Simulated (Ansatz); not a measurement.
## Electronic structure of ClH3Si···NH2 (doublet) in real space

The calculation's input:

```
crystal:
  periodic: [false, false, false]
  atoms:
    - { symbol: Si, position_ang: [0.0, 0.0, 0.0] }
    - { symbol: Cl, position_ang: [0.0, 0.0, 2.38] }
    - { symbol: H, position_ang: [1.3768, 0.0, -0.4862] }
    - { symbol: H, position_ang: [-0.6877, 1.1914, -0.4862] }
    - { symbol: H, position_ang: [-0.6877, -1.1914, -0.4862] }
    - { symbol: "N", position_ang: [0.0, 0.0, 4.41] }
    - { symbol: H, position_ang: [-0.496, -0.7725, 4.94] }
    - { symbol: H, position_ang: [0.496, 0.7725, 4.94] }
magnetization:
  spin_polarized: true
  initial_magnetization: 1
basis:
  gaussian: { orbitals: cc-pVDZ }
hamiltonian:
  xc: b3lyp
  dispersion: d4
relax:
  f_tol: 0.15
  max_steps: 25
  restrain:
    - { distance: [1, 5], at: 2.93, k: 30.0 }
    - { distance: [0, 1], at: 2.13, k: 30.0 }
output:
  orbitals: {}
```

Command:

```sh
ansatz run input.yaml --threads 2 --pin off --max-ram 3072MiB --backend cpu --events-out ev --progress --plain --runs-dir out
```

The fields are those of the run's last geometry, not of the input's.

Computed with UKS B3LYP-D4/cc-pVDZ (Ansatz).

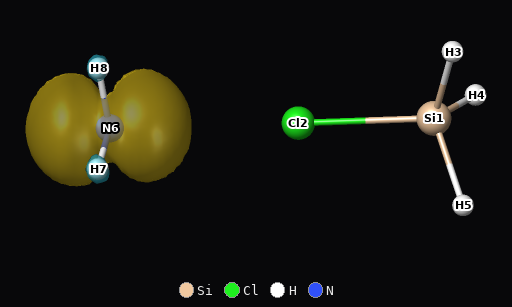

Figure 1. Isosurfaces of the spin density (α minus β) at +0.04 (yellow) and −0.04 e/Å³ (cyan), seen at a tilt.

### Which atoms carry the spin?

The unpaired spin (1 electron) lies mostly on N6 (about 0.9), in electrons by Hirshfeld's partition.

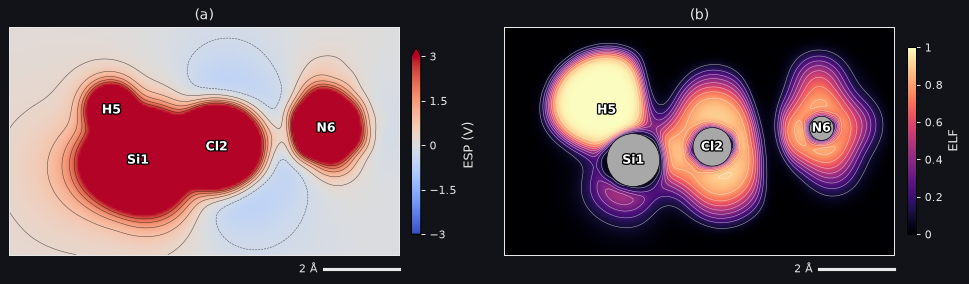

Figure 2. (a) molecular electrostatic potential; (b) ELF on the plane of atoms Cl2, Si1 and H5. Grey discs cover the atomic cores in the ELF map.

### What does the map show?

- The plane passes through Si, Cl, H and N nuclei.
- N6···Cl2 (2.93 Å): the ELF dips to about 0.05 between them.
- Si–Cl (2.12 Å): the ELF peaks at about 0.85 between the atoms; a shared but strongly polarised pair.
- Si–H (1.49 Å): the ELF climbs to about 1 towards the hydrogen, as it does in any bond to H.
- The ELF also peaks beside Cl2, away from the bonds: non-bonding electrons, paired or unpaired.
- Outside the dense part of the complex the potential is most negative (−0.6 V) near Cl2.

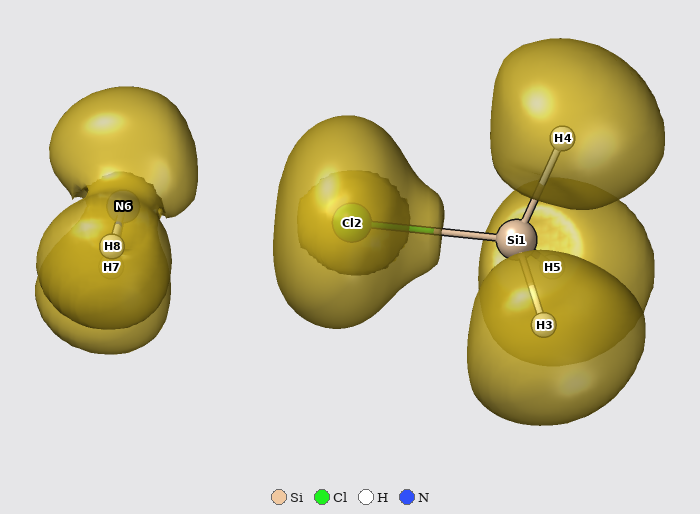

Figure 3. Isosurface of the ELF at 0.75 (yellow), seen from one side. Core shells and regions of very low density are left out.

### Describe the localisation domains.

The surface consists of three regions around hydrogen nuclei, one region on Cl in which the atom's valence shell and bonds are merged and one joined region spread over several atoms (H, N), in which their bonds and any lone pairs are merged.

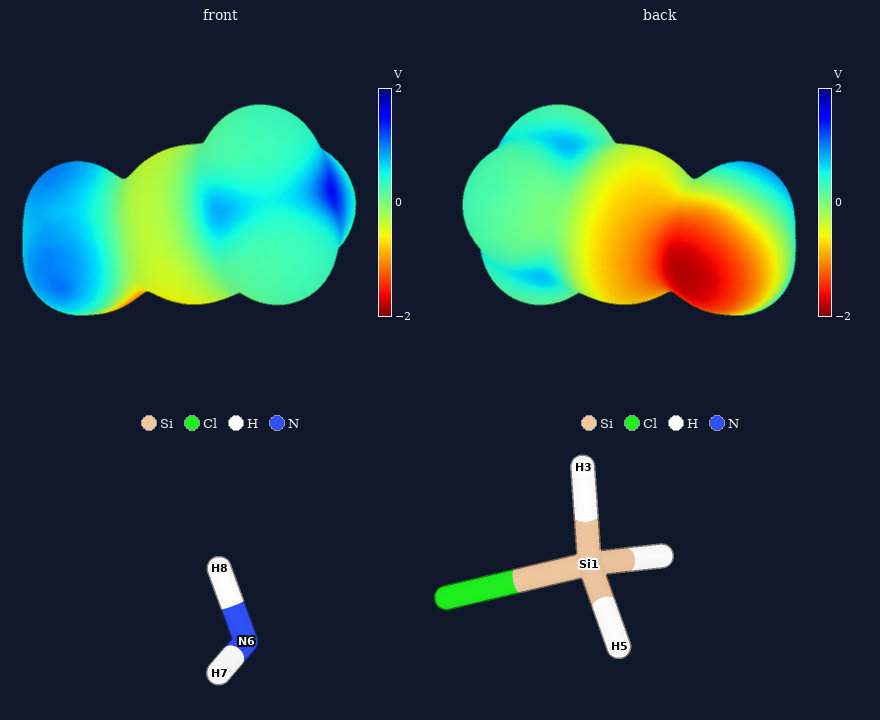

Figure 4. The electrostatic potential painted on the density surface at 0.001 e/bohr³, seen from the front and from behind; red is negative and blue positive. The bare structure is drawn below in the same view.

### Describe the electrostatic potential map.

The most negative region (about −1.8 V) lies over N6, the most positive (about +1.3 V) over Si1. N6 is the likeliest acceptor of a hydrogen bond.
